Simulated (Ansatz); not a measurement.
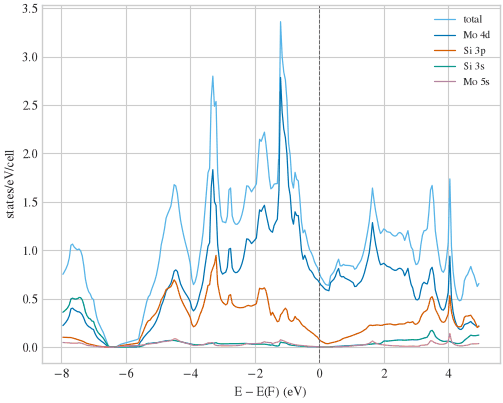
Fig. 1. Total and projected density of states of SiMo in space group P-6m2 (No. 187; Si on 1a, Mo on 1d), LDA in the plane-wave PAW code Ansatz

### Question
Which orbitals carry the states next to the Fermi level?

### Answer
Within 0.5 eV of the Fermi level: Mo 4d 85 %, Si 3p 12 %. Projections are on Löwdin-orthogonalised atomic valence shells; empty p or d shells of many metals are not among them.

### Question
Where is the tallest occupied peak in this window, and what makes it?

### Answer
Near -1.2 eV, about 3.4 states/eV per cell; the largest projected share is Mo 4d.

The workflow started from a Materials Project entry (that database holds measured and hypothetical structures alike); the Crystallography Open Database copy checked does not list it. Its standing as an ambient phase is unchecked. The cell was relaxed with LDA under the symmetry of its start; its stability against distortions is not shown here. The run is not spin-polarised. Spin–orbit coupling is left out wherever it is not named.

Potentials: the later of the program's two PAW sets.
